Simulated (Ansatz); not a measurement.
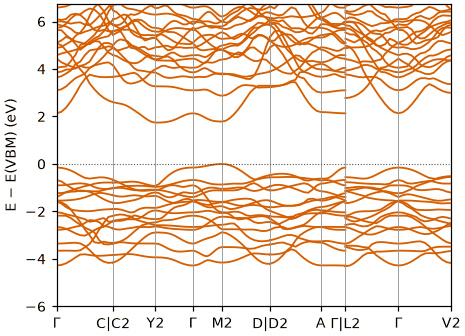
Figure. Band structure from r²SCAN in the plane-wave PAW code Ansatz

Q: Read off the gap and where the band edges lie.

A: About 1.7 eV (1.74 eV by a search for the band edges); maximum at M2, minimum at Y2.

Q: Which of these materials gives this?
A. Y2MoO6, C2/c (Pearson symbol mS72)
B. NaCrS2O8, C2/m (Pearson symbol mS24)
C. Y4S3N2, C2/m (Pearson symbol mS18)
D. RbAg3S2, C2/m (Pearson symbol mS24)

A: C, Y4S3N2, C2/m (Pearson symbol mS18)

The workflow started from a Materials Project entry (that database holds measured and hypothetical structures alike); the Crystallography Open Database copy checked does not list it. Its standing as an ambient phase is unchecked. The r²SCAN relaxation kept the symmetry of its start; whether a distortion lowers the energy is not shown. No spin polarisation was allowed. Scalar-relativistic: spin–orbit coupling is off unless named, which matters more the heavier the elements.

Potentials: the later of the program's two PAW sets.
